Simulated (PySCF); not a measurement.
C6H8FPSi (SMILES Cc1cpc([SiH3])cc1F)

Input file:

```
{"job": {"kind": "nmr", "xc": "PBE0", "basis": "pcSseg-1"}, "charge": 0, "multiplicity": 1}
C     -2.967640    -0.071154     0.012907
C     -1.472940    -0.173950     0.020474
C     -0.810671    -1.105448    -0.754565
P      0.905350    -1.336864    -0.854368
C      1.487664    -0.119729     0.252897
Si     3.357204     0.025234     0.524774
C      0.634079     0.722642     0.942684
C     -0.741297     0.693163     0.828063
F     -1.440270     1.589951     1.570349
H     -3.357528    -0.198091     1.022436
H     -3.272034     0.916542    -0.333062
H     -3.405850    -0.824689    -0.635660
H     -1.411284    -1.764756    -1.370747
H      3.677296    -0.482709     1.862199
H      3.728261     1.440309     0.441340
H      4.031538    -0.758660    -0.507197
H      1.051122     1.460238     1.617029
```

Launched as:

```sh
OMP_NUM_THREADS=1 python probes_run.py task.json out
```

Geometry: GFN2-xTB.

Level of theory: PySCF 2.14.0, PBE0/pcSseg-1, SCF density, gas phase, non-relativistic.

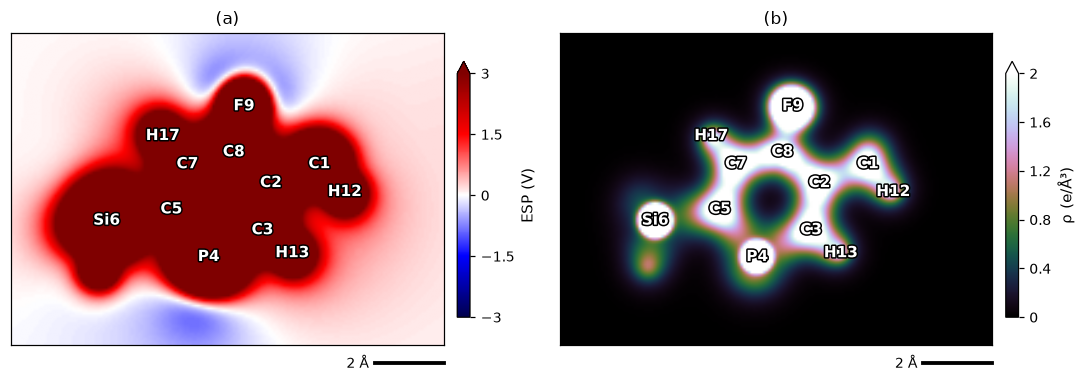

Figure 1. (a) molecular electrostatic potential; (b) electron density on the plane of atoms C2, C1 and H12.

Q: What does the map show?

A: Atoms in the plane: C, P, Si, F and H.
C–F (1.36 Å): the density is about 2.2 e/Å³ at the midpoint, with its minimum of 1.7 e/Å³ about 0.5 Å from C.
C–C (1.38 Å): ρ is about 2.1 e/Å³ halfway.
C–P (1.73 Å): the density is about 1.3 e/Å³ at the midpoint.
C–Si (1.89 Å): ρ at the midpoint is about 0.91 e/Å³.
C–H (1.08 Å): ρ is about 2 e/Å³ halfway.
Outside the dense part of the molecule the potential is most negative (−0.8 V) near P4.

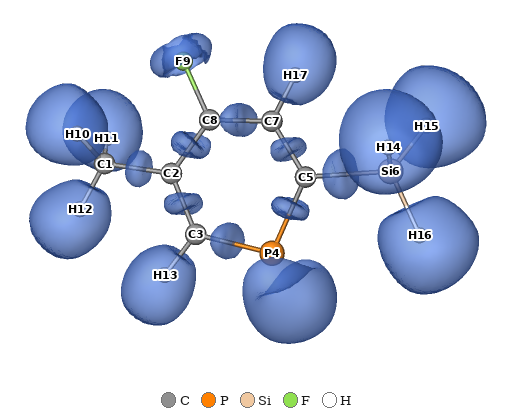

Figure 2. Isosurface of the ELF at 0.85 (blue), seen at a tilt. Core shells and regions of very low density are left out.

Q: Describe the localisation domains.

A: The ELF exceeds this value in five regions between bonded C–C atoms (shared pairs), two regions between bonded C–P atoms (shared pairs), one region between bonded C–Si atoms (shared pairs), eight regions around hydrogen nuclei, one lobe on P, pointing away from the bonds (lone pairs) and one region wrapped around F (its lone pairs, merged into a ring or cap).


C–F (1.36 Å): the ELF peaks at about 0.85 between the atoms: a shared but strongly polarised pair. C–C (1.38 Å): the ELF peaks at about 0.95 between the atoms (localised, covalent bonding).

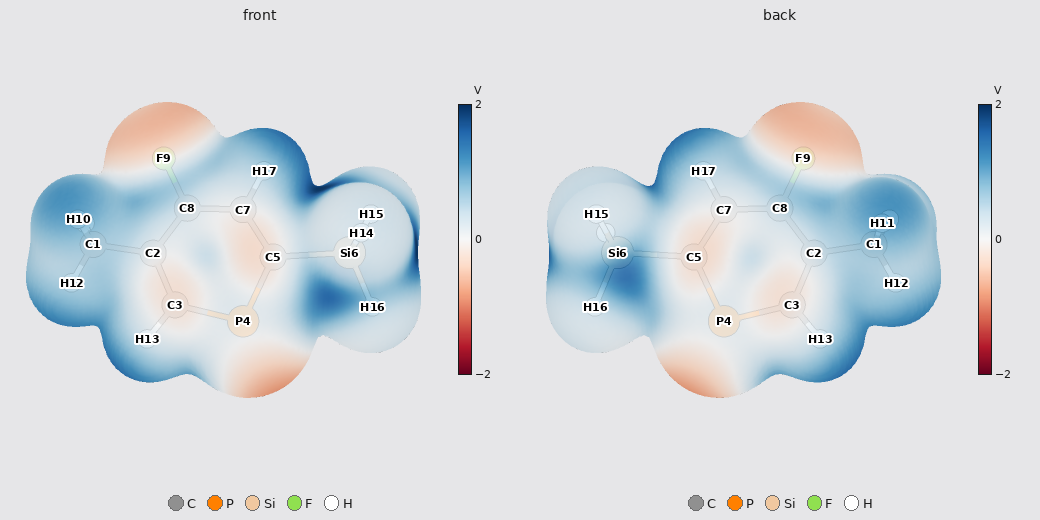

Figure 3. The molecular electrostatic potential painted on the density surface at 0.004 e/bohr³, seen from the front and from behind; the colour scale runs from red (negative) to blue (positive).

Q: Describe the electrostatic potential map.

A: The most negative region (about −0.8 V) lies over P4, the most positive (about +1.9 V) over Si6.
